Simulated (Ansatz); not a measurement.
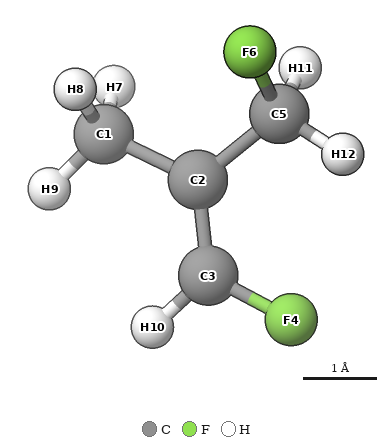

Fig. 1: The structure (ball-and-stick view, seen at a tilt; atoms are numbered from 1 in the order of the input). Bond lengths as drawn: C–C 1.32 to 1.49 Å, C–F 1.34 to 1.39 Å and C–H 1.08 to 1.10 Å.

**Two runs on C₄H₆F₂**

System: C₄H₆F₂, SMILES CC(=CF)CF.
Method of the first run: RKS SPW92 (LDA)/def2-TZVPP (Ansatz 0.2.0).

The geometry comes from this level: PBE0-D4/def2-TZVP. Text and figures count atoms from 1; the logs count them from 0 in places.

### Input, the first run
```yaml
crystal:
  periodic: [false, false, false]
  atoms:
    - {symbol: C, position_ang: [-0.268701, -1.258201, 0.602468]}
    - {symbol: C, position_ang: [0.123964, -0.030198, -0.150634]}
    - {symbol: C, position_ang: [0.992275, -0.094663, -1.147858]}
    - {symbol: F, position_ang: [1.376378, 0.980505, -1.848370]}
    - {symbol: C, position_ang: [-0.505051, 1.259454, 0.253317]}
    - {symbol: F, position_ang: [-0.288223, 1.490558, 1.605718]}
    - {symbol: H, position_ang: [-1.346154, -1.434692, 0.523376]}
    - {symbol: H, position_ang: [-0.037958, -1.145901, 1.664398]}
    - {symbol: H, position_ang: [0.250586, -2.141902, 0.228975]}
    - {symbol: H, position_ang: [1.466491, -1.003473, -1.500968]}
    - {symbol: H, position_ang: [-1.590655, 1.220634, 0.107818]}
    - {symbol: H, position_ang: [-0.095852, 2.102580, -0.304040]}
basis:
  gaussian: {orbitals: def2-TZVPP}
hamiltonian: {xc: lda}
output: {orbitals: {seedname: orbitals}}
```

Launched with:
```bash
ansatz run in.yaml --threads 4 --pin off --events-out ev --progress --plain --max-ram 10444MiB
```

Hardware: 4 threads of AMD EPYC, 23 GiB of memory available, shared host.

### Output (the first run)
```
Functional definition: SPW92
  exchange = slater_x
  correlation = pw_c
1386 factors; their error is unknown
mean field evaluation 1: about -9595.0753 eV, gradient 7.7e1 eV
mean field evaluation 2: about -9569.9020 eV, gradient 1.2e2 eV
mean field evaluation 4: about -9608.2757 eV, gradient 1.5e1 eV
mean field evaluation 8: about -9608.7480 eV, gradient 2.7e-1 eV
mean field evaluation 16: about -9608.7130 eV, gradient 4.2e-3 eV
mean field -9608.71295910 eV, -353.1136882273 hartree, gradient 2.9e-5 eV, S^2 0.000000; 0 other end points of the search recorded, 0 dependent functions left out
reference -9608.71299494 eV, -353.1136895443 hartree; 24, 24 occupied and 246, 246 virtual orbitals, 1386 factors
Total energy: -9608.71299494 eV, -353.1136895443 hartree
```

For the second run the input was changed thus:
```diff
-hamiltonian: {xc: lda}
+hamiltonian: {xc: {name: wB97X-V}}
```

What does this change do to the results?

The total energies belong to different methods, so their difference says nothing on which is more stable or more accurate. The HOMO goes from −6.37 to −9.76 eV. The LUMO goes from −1.23 to 2.30 eV.

### Output (the second run)
```
Functional definition: wB97X-V
  parameter omega = 0.3/bohr
  parameter cx = 0.167
  parameter cx1 = 0.603
  parameter cx2 = 1.194
  parameter css0 = 0.556
  parameter css1 = -0.257
  parameter cos0 = 1.219
  parameter cos1 = -1.850
  parameter b = 6.0
  parameter c = 0.01
  exchange = spin_sum(e_x_unif_sr(omega)*poly(b97_u_x, 1 - cx, cx1, cx2)) + cx*exact_x_sr(omega) + exact_x_lr(omega)
  correlation = spin_sum(e_c_pw_same_spin*poly(b97_u_same, css0, css1))
      + integral(e_c_pw_opposite_spin*poly(b97_u_opposite, cos0, cos1)) + vv10(b, c)
1386 factors; their error is unknown
336 factors; integrals over basis functions are off by at most 6.7e-6 eV
mean field evaluation 1: about -9676.3199 eV, gradient 4.2e1 eV
mean field evaluation 2: about -9678.0014 eV, gradient 3.2e1 eV
mean field evaluation 4: about -9679.8623 eV, gradient 1.8e0 eV
mean field evaluation 8: about -9679.8790 eV, gradient 5.8e-2 eV
mean field evaluation 16: about -9679.8738 eV, gradient 1.3e-4 eV
mean field -9679.87376233 eV, -355.7287995114 hartree, gradient 3.6e-5 eV, S^2 0.000000; 0 other end points of the search recorded, 0 dependent functions left out
reference -9679.87376049 eV, -355.7287994439 hartree; 24, 24 occupied and 246, 246 virtual orbitals, 1386 factors
Total energy: -9679.87376049 eV, -355.7287994439 hartree
```

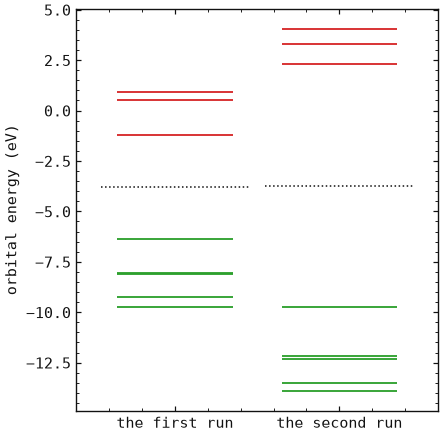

Fig. 2: The five highest filled and three lowest empty orbital energies of the two runs; the dotted lines part filled from empty levels. The HOMO–LUMO gap is 5.15 eV in the first run and 12.07 eV in the second run.

### The two runs side by side

| quantity | the first run | the second run |
| --- | --- | --- |
| outcome | converged | converged |
| total energy (hartree) | −353.113690 | −355.728799 |
| HOMO (eV) | −6.37 | −9.76 |
| LUMO (eV) | −1.23 | 2.30 |
| basis functions | 270 | 270 |
| wall time (shared host) | 1.2 s | 6 s |
